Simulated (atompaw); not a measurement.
**Ta: related potentials compared**

One potential is built and tested. Then a few of its settings are changed, to learn what that costs or gains.

Program: atompaw 4.2.0.5. Reference atom: PBE, scalar-relativistic, spherical and spin-unpolarised. All values are calculated.

6 further runs of the same task are left out: 6 set aside as unsound or not needed.

## 1. The design

Typed settings, in words:

* element: tantalum (Ta, Z = 73)
* type: PAW
* frozen core: [Kr] 4d10 4f14
* valence charge: 13
* reference configuration: 5s2 5p6 5d3 6s1 6p0 (charge +1)
* partial waves: 5s (bound): rc 1.25 bohr; 6s (bound): rc 1.95 bohr; 5p (bound): rc 2.35 bohr; 6p (bound, empty): rc 2.85 bohr; 5d (bound): rc 2.85 bohr; 5d channel at 1.9 Ry: rc 2.85 bohr
* local potential: bessel scheme, radius 2.40 bohr
* core correction: smooth core density matched at 2.60 bohr
* augmentation charge: sinc compensation charge, radius 2.80 bohr; PAW radius 2.85 bohr; waves and projectors: custom polynom2 7 10 vanderbiltortho

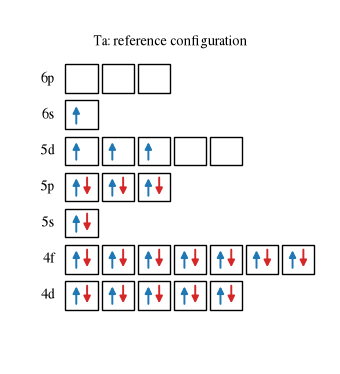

The outer shells as boxes. The arrows follow Hund's rule for the drawing; the calculation itself is spin-unpolarised.

An earlier all-electron run gives the scale for the radii.

All-electron outer shells of the reference configuration (PBE, scalar-relativistic, ld1.x):

| shell | level (eV) | outermost node (bohr) | outermost maximum (bohr) |
| --- | --- | --- | --- |
| 4d | -229.40 | 0.22 | 0.46 |
| 5s | -80.21 | 0.54 | 0.98 |
| 5p | -46.62 | 0.58 | 1.13 |
| 4f | -31.91 | – | 0.44 |
| 6s | -11.62 | 1.32 | 2.68 |
| 5d | -10.49 | 0.65 | 1.56 |
| 6p | -6.61 | 1.58 | 3.48 |

## 2. The first potential

Contents of Ta.input:

```
Ta 73
GGA-PBE scalarrelativistic loggrid 2001 logderivrange -8 5 326
6 6 5 4 0 0
6 0 1
6 1 0
5 2 3
0 0 0
c
c
c
c
v
v
c
c
c
v
v
c
c
v
c
2
2.85 2.80 2.40 2.60
n
n
y
1.9
n
custom polynom2 7 10 vanderbiltortho sinc
bessel
1.25
1.95
2.35
2.85
2.85
2.85
PWSCFOUT
UPFDX 0.0125d0 UPFXMIN -7.d0 UPFZMESH 73.d0
END
```

The run is started by

```sh
$ atompaw < Ta.input > Ta.log
```

What the program wrote to the file Ta (summary file):

```text
 Completed calculations for Ta (AE)

 Exchange-correlation type: GGA, Perdew-Burke-Ernzerhof

 Radial integration grid is logarithmic 
 r0 =   9.3554737E-05 h =   6.8294958E-03   n =      2001 rmax =   8.0000000E+01

 Scalar relativistic calculation

 AEatom converged in  39 iterations
   nz     =  73.00
   delta  =       3.122808333963E-15

 All Electron Orbital energies:         
  n  l      occupancy      energy
  1  0      2.0000000E+00 -4.9522943E+03
  2  0      2.0000000E+00 -8.5128471E+02
  3  0      2.0000000E+00 -1.9542379E+02
  4  0      2.0000000E+00 -4.0265909E+01
  5  0      2.0000000E+00 -5.8950482E+00
  6  0      1.0000000E+00 -8.5406328E-01
  2  1      6.0000000E+00 -7.4600630E+02
  3  1      6.0000000E+00 -1.6411615E+02
  4  1      6.0000000E+00 -2.9997901E+01
  5  1      6.0000000E+00 -3.4266791E+00
  6  1      0.0000000E+00 -4.8603177E-01
  3  2      1.0000000E+01 -1.2761044E+02
  4  2      1.0000000E+01 -1.6860519E+01
  5  2      3.0000000E+00 -7.7074549E-01
  4  3      1.4000000E+01 -2.3451045E+00

 Total energy
   Total                    :   -31208.49639453246346

 ---
 Completed calculations for Ta (SC)

 Exchange-correlation type: GGA, Perdew-Burke-Ernzerhof

 Radial integration grid is logarithmic 
 r0 =   9.3554737E-05 h =   6.8294958E-03   n =      2001 rmax =   8.0000000E+01

 Scalar relativistic calculation

 SCatom converged in   4 iterations
   nz     =  73.00
   delta  =       2.104574650020E-16

 Valence Electron Orbital energies:         
  n  l      occupancy      energy
   5  0      2.0000000E+00 -5.8950482E+00
   6  0      1.0000000E+00 -8.5406328E-01
   5  1      6.0000000E+00 -3.4266791E+00
   6  1      0.0000000E+00 -4.8603177E-01
   5  2      3.0000000E+00 -7.7074550E-01

 Total energy
   Total                    :   -31208.49639454330827
   Valence                  :     -725.78959101851967

 PAW parameters: 
       lmax =            2
         rc =    2.8553689744620292     
        irc =         1513
   rc_shape =    2.8166313959580673     
    rc_vloc =    2.4071839451267358     
    rc_core =    2.6127794678357965     
   Vloc: truncated form - Vps(r)=A.sin(qr)/r for r<rc
   Projector type: improved polynomial pseudization + Vanderbilt ortho.
   Sinc^2 compensation charge shape zeroed at   2.8166E+00

 Number of basis functions     6
 No.   n  nodes  l      Energy         Cp coeff         Occ
  1    5    4    0   -0.5895048E+01 -0.4341082E+00  0.2000000E+01
  2    6    5    0   -0.8540633E+00 -0.8346014E+01  0.1000000E+01
  3    5    3    1   -0.3426679E+01 -0.2524755E+01  0.6000000E+01
  4    6    4    1   -0.4860318E+00  0.1956272E+02  0.0000000E+00
  5    5    2    2   -0.7707455E+00  0.1410372E+02  0.3000000E+01
  6  999    3    2    0.1900000E+01 -0.4404787E+01  0.0000000E+00

 Eigenvalues of overlap operator (in the basis of projectors):
    1        4.46426070E-01
    2        1.36833874E+00
    3        1.77996646E+00
    4        9.32086720E+00
    5        2.07362871E+02
    6        2.04235123E+04

 Orbital leakage outside PAW augmentation regions
   orb  is_core?  %out_of_sphere
   1 0    T           0.00
   2 0    T           0.00
   3 0    T           0.00
   4 0    T           0.00
   5 0    F           0.05
   6 0    F          54.22
   2 1    T           0.00
   3 1    T          -0.00
   4 1    T           0.00
   5 1    F           0.54
   6 1    F          81.27
   3 2    T           0.00
   4 2    T           0.00
   5 2    F          18.26
   4 3    T           0.03

 Summary of PAW energies
   Total valence energy     :   -725.78957273288859
   Smooth energy            :     12.21001186824916
   One center               :   -737.99958460113771
   Smooth kinetic           :     14.64522184870675
   Vloc energy              :      2.00336442552244
   Smooth exch-corr         :     -6.61772518171555
   One-center xc            :   -623.20366796203541
```

Wall time 12 s (1 thread, shared host).

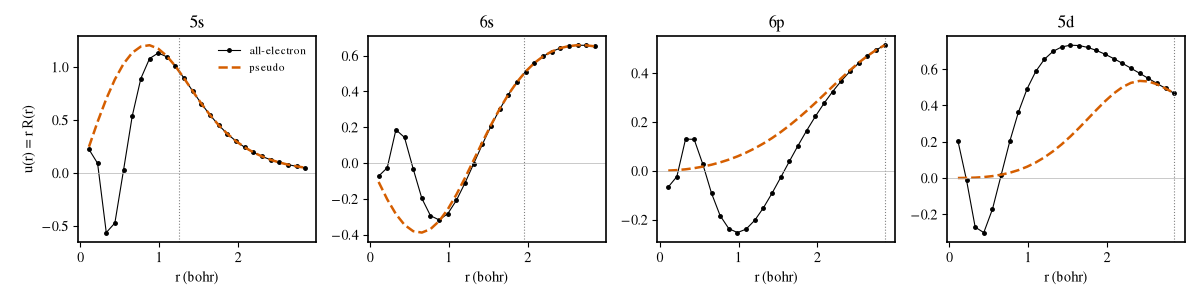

Bound waves of the atom and their pseudo partners (5s, 6s, 6p, 5d), with the matching radii dotted. The curves join 26 sampled radii, too few to resolve the innermost nodes.

## 3. Does it scatter like the atom?

Taken from the files of the generation run. The phase is arctan(r·u′/u) with u = r·R, unwrapped, with energies in Ry. A pole is an energy at which the radial function vanishes at the test radius. The pseudo phase is shifted by a multiple of π to meet the all-electron one at the reference energy. Levels narrower than the energy grid can be missing from the poles. The last column is the largest difference on the grid between −1 and +1 Ry.

```tsv
channel	radius (bohr)	reference (Ry)	poles AE	poles PS	window around the reference with phases within 0.05 rad (Ry)	largest difference near zero (rad)
s	2.85	-0.85	-5.90, 1.04	-5.90, 1.03	below 3.5	0.001
p	2.85	-0.49	-3.37, 2.48	-3.37, 3.20	below 2.8	0.034
d	2.85	-0.77	-0.30, 5.00	-0.28	the whole range	0.012
```

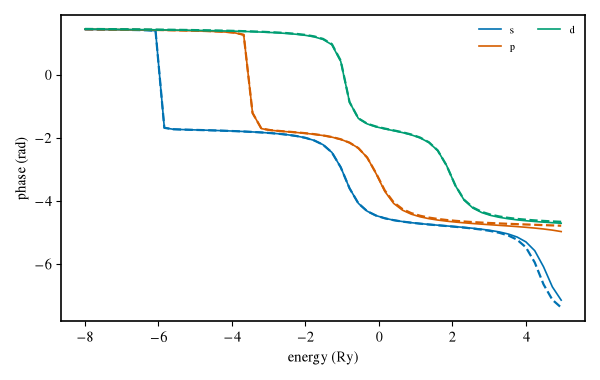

Phases by channel: all-electron solid, pseudo dashed.

## 4. Plane-wave convergence, by spherical Bessel functions

A separate test, outside the generator: the pseudo-atom's Hamiltonian at the reference potential is diagonalised in spherical Bessel functions j_l(qr) that vanish at 20 bohr, with q² up to the cutoff.

All-electron valence levels (Ry): 5s -5.8950, 6s -0.8541, 5p -3.4267, 6p -0.4860, 5d -0.7707. The lowest levels of each channel (Ry) by cutoff; the last column sums, over occupied levels, occupation times the distance from the level at 400 Ry. A positive value at high cutoff is not a bound level.

```tsv
cutoff (Ry)	s #1	s #2	p #1	p #2	d #1	f #1	Σ f·Δε (mRy)
8	-5.7364	-0.8162	-3.4065	-0.4856	-0.7351	-0.0653	583.3
15	-5.8886	-0.8525	-3.4210	-0.4860	-0.7661	-0.0653	62.2
25	-5.8919	-0.8541	-3.4261	-0.4860	-0.7695	-0.0653	13.4
30	-5.8939	-0.8541	-3.4264	-0.4860	-0.7698	-0.0653	7.1
35	-5.8947	-0.8541	-3.4266	-0.4860	-0.7702	-0.0653	3.1
50	-5.8949	-0.8541	-3.4266	-0.4860	-0.7706	-0.0653	1.1
55	-5.8949	-0.8541	-3.4266	-0.4860	-0.7706	-0.0653	0.7
70	-5.8950	-0.8541	-3.4267	-0.4860	-0.7707	-0.0653	0.4
400	-5.8950	-0.8541	-3.4267	-0.4860	-0.7708	-0.0653	0.0
```

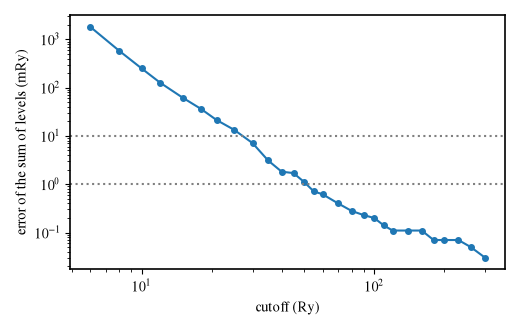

Occupation-weighted error of the valence levels against the cutoff; the dotted lines mark 10 and 1 mRy.

The sum stays within 10 mRy from 30 Ry and within 1 mRy from 55 Ry. The sum leaves out empty levels, which can need more. Ghost test: no level below the all-electron spectrum of its channel (s, p, d, f tested).

## 5. Now with core [Kr] 4d10 4f14 5s2, valence charge 11; reference 5p6 5d3 6s2 6p0; waves now 6s …

In full, the change is: core [Kr] 4d10 4f14 5s2, valence charge 11; reference 5p6 5d3 6s2 6p0; waves now 6s (bound): rc 3.06 bohr; 6s channel at 0.05 Ry: rc 3.06 bohr; 5p (bound): rc 2.04 bohr; 6p (bound, empty): rc 2.64 bohr; 5d (bound): rc 3.06 bohr; 5d channel at 1.35 Ry: rc 3.06 bohr; local potential bessel scheme, radius 2.50 bohr; core correction smooth core density matched at 1.68 bohr (was smooth core density matched at 2.60 bohr); augmentation sinc compensation charge, radius 2.44 bohr; PAW radius 3.06 bohr; waves and projectors: custom polynom2 7 10 vanderbiltortho.

Contents of Ta.input:

```
Ta 73
GGA-PBE scalarrelativistic loggrid 2001 logderivrange -5 5 251
6 6 5 4 0 0
6 1 0
5 2 3
0 0 0
c
c
c
c
c
v
c
c
c
v
v
c
c
v
c
2
3.06 2.44 2.50 1.68
y
0.05
n
n
y
1.35
n
custom polynom2 7 10 vanderbiltortho sinc
bessel
3.06
3.06
2.04
2.64
3.06
3.06
PWSCFOUT
UPFDX 0.0125d0 UPFXMIN -7.d0 UPFZMESH 73.d0
END
```

The run is started by

```sh
$ atompaw < Ta.input > Ta.log
```

The output, the file Ta (summary file):

```text
 Completed calculations for Ta (AE)

 Exchange-correlation type: GGA, Perdew-Burke-Ernzerhof

 Radial integration grid is logarithmic 
 r0 =   9.3554737E-05 h =   6.8294958E-03   n =      2001 rmax =   8.0000000E+01

 Scalar relativistic calculation

 AEatom converged in  43 iterations
   nz     =  73.00
   delta  =       8.884268174198E-16

 All Electron Orbital energies:         
  n  l      occupancy      energy
  1  0      2.0000000E+00 -4.9517611E+03
  2  0      2.0000000E+00 -8.5075511E+02
  3  0      2.0000000E+00 -1.9489399E+02
  4  0      2.0000000E+00 -3.9735982E+01
  5  0      2.0000000E+00 -5.3656030E+00
  6  0      2.0000000E+00 -4.0001938E-01
  2  1      6.0000000E+00 -7.4547659E+02
  3  1      6.0000000E+00 -1.6358634E+02
  4  1      6.0000000E+00 -2.9468056E+01
  5  1      6.0000000E+00 -2.8957808E+00
  6  1      0.0000000E+00 -1.0224205E-01
  3  2      1.0000000E+01 -1.2708084E+02
  4  2      1.0000000E+01 -1.6330929E+01
  5  2      3.0000000E+00 -2.6392425E-01
  4  3      1.4000000E+01 -1.8157344E+00

 Total energy
   Total                    :   -31209.11876369288075

 ---
 Completed calculations for Ta (SC)

 Exchange-correlation type: GGA, Perdew-Burke-Ernzerhof

 Radial integration grid is logarithmic 
 r0 =   9.3554737E-05 h =   6.8294958E-03   n =      2001 rmax =   8.0000000E+01

 Scalar relativistic calculation

 SCatom converged in   4 iterations
   nz     =  73.00
   delta  =       7.213990894487E-15

 Valence Electron Orbital energies:         
  n  l      occupancy      energy
   6  0      2.0000000E+00 -4.0001938E-01
   5  1      6.0000000E+00 -2.8957808E+00
   6  1      0.0000000E+00 -1.0224205E-01
   5  2      3.0000000E+00 -2.6392425E-01

 Total energy
   Total                    :   -31209.11876368592129
   Valence                  :     -690.78791696520466

 PAW parameters: 
       lmax =            2
         rc =    3.0781473250475258     
        irc =         1524
   rc_shape =    2.4402905149069327     
    rc_vloc =    2.5078758304909070     
    rc_core =    1.6875996981367816     
   Vloc: truncated form - Vps(r)=A.sin(qr)/r for r<rc
   Projector type: improved polynomial pseudization + Vanderbilt ortho.
   Sinc^2 compensation charge shape zeroed at   2.4403E+00

 Number of basis functions     6
 No.   n  nodes  l      Energy         Cp coeff         Occ
  1    6    5    0   -0.4000194E+00  0.2373264E+03  0.2000000E+01
  2  999    6    0    0.5000000E-01  0.3370108E+02  0.0000000E+00
  3    5    3    1   -0.2895781E+01 -0.4381096E+00  0.6000000E+01
  4    6    4    1   -0.1022421E+00  0.2008900E+02  0.0000000E+00
  5    5    2    2   -0.2639243E+00  0.1475033E+02  0.3000000E+01
  6  999    3    2    0.1350000E+01 -0.6362769E+01  0.0000000E+00

 Eigenvalues of overlap operator (in the basis of projectors):
    1        2.13399591E-01
    2        6.90338731E-01
    3        1.88537919E+00
    4        2.03269241E+02
    5        3.33192661E+02
    6        5.20987403E+03

 Orbital leakage outside PAW augmentation regions
   orb  is_core?  %out_of_sphere
   1 0    T           0.00
   2 0    T           0.00
   3 0    T           0.00
   4 0    T           0.00
   5 0    T           0.02
   6 0    F          52.09
   2 1    T           0.00
   3 1    T           0.00
   4 1    T           0.00
   5 1    F           0.28
   6 1    F          84.65
   3 2    T           0.00
   4 2    T           0.00
   5 2    F          18.70
   4 3    T           0.02

 Summary of PAW energies
   Total valence energy     :   -690.78793606961904
   Smooth energy            :     20.82836320119496
   One center               :   -711.61629927081401
   Smooth kinetic           :     18.68173376495082
   Vloc energy              :      9.35518959446471
   Smooth exch-corr         :    -11.45234066765888
   One-center xc            :   -618.71715972187246
```

Wall time 14 s (1 thread, shared host).

With this change the loose cutoff goes from 30 Ry to 21 Ry and there is no bound ghost.

## 6. Comparison

Cutoffs, loose and tight: the cutoffs (Ry, on a coarse ladder) from which the occupation-weighted sum of valence levels, in a spherical-Bessel basis at the reference potential, stays within 10 and 1 mRy of its value at 400 Ry; empty and scattering waves don't count. The number of plane waves in a given cell goes as the cutoff to the power 3/2; it is given for the loose cutoff, relative to the first potential. The phase difference is the largest within 1 Ry of zero, over the channels with partial waves.

| change | outcome | cutoff, loose | cutoff, tight | plane waves, relative | bound ghosts | phase difference near zero (rad) | lowest overlap eigenvalue (Bessel basis) |
| --- | --- | --- | --- | --- | --- | --- | --- |
| first potential | generated | 30 Ry | 55 Ry | 1.00 | none | 0.034 | 0.575 |
| core [Kr] 4d10 4f14 5s2, valence charge 11; reference 5p6 5d3 6s2 6p0; waves now 6s (bound): rc 3.06 bohr; 6s channel at 0.05 Ry: rc 3.06 bohr; 5p (bound): rc 2.04 bohr; 6p (bound, empty): rc 2.64 bohr; 5d (bound): rc 3.06 bohr; 5d channel at 1.35 Ry: rc 3.06 bohr; local potential bessel scheme, radius 2.50 bohr; core correction smooth core density matched at 1.68 bohr (was smooth core density matched at 2.60 bohr); augmentation sinc compensation charge, radius 2.44 bohr; PAW radius 3.06 bohr; waves and projectors: custom polynom2 7 10 vanderbiltortho | generated | 21 Ry | 35 Ry | 0.59 | none | 0.010 | 0.527 |

What this shows: The softest is the variant "core [Kr] 4d10 4f14 5s2, valence charge 11; reference 5p6 5d3 6s2 6p0; waves …", at 21 Ry; the highest cutoff read, 30 Ry, costs 1.7 times the plane waves.

The first potential by itself. By its cutoff, 30 Ry for the looser tolerance, it is soft on the atom at that tolerance. The Bessel-basis test finds no level below the valence levels. Near zero energy the largest phase difference among the channels read is 0.03 rad, in the p channel.
